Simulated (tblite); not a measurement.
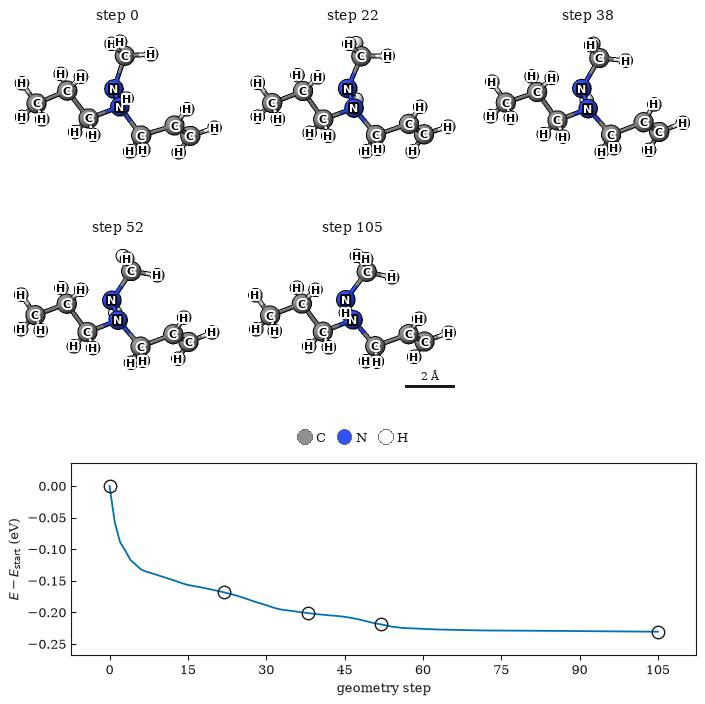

Frames of a relaxation of C$_{7}$H$_{16}$N$_{2}$, marked on the history of the run. The picture is a ball-and-stick view, seen at a tilt.

Method: GFN2-xTB geometry optimisation, gas phase (tblite 0.8.0). 

### What happens along the run?

The atom that moves furthest after the best rigid fit is an H atom (0.82 Å). By element the largest moves are H 0.82 Å, C 0.35 Å, N 0.23 Å. Some distances before and after: N–N 1.463 → 1.415 Å, C–N 1.500 → 1.460 Å, C–C 1.351 → 1.321 Å, C–N 1.482 → 1.457 Å. Bond angles that change, for instance: N–N–C 108.3° → 113.3°, N–C–H 111.2° → 107.8°, C–N–C 108.6° → 111.8°. Groups turn about N–N by about 30°. After 105 geometry steps the energy has fallen by 0.230 eV. From step 0 to 22: an H atom moves most (0.22 Å), energy −0.168 eV. From step 22 to 38: an H atom moves most (0.29 Å), energy −0.033 eV. From step 38 to 52: an H atom moves most (0.27 Å), energy −0.018 eV. From step 52 to 105: an H atom moves most (0.20 Å), energy −0.011 eV.
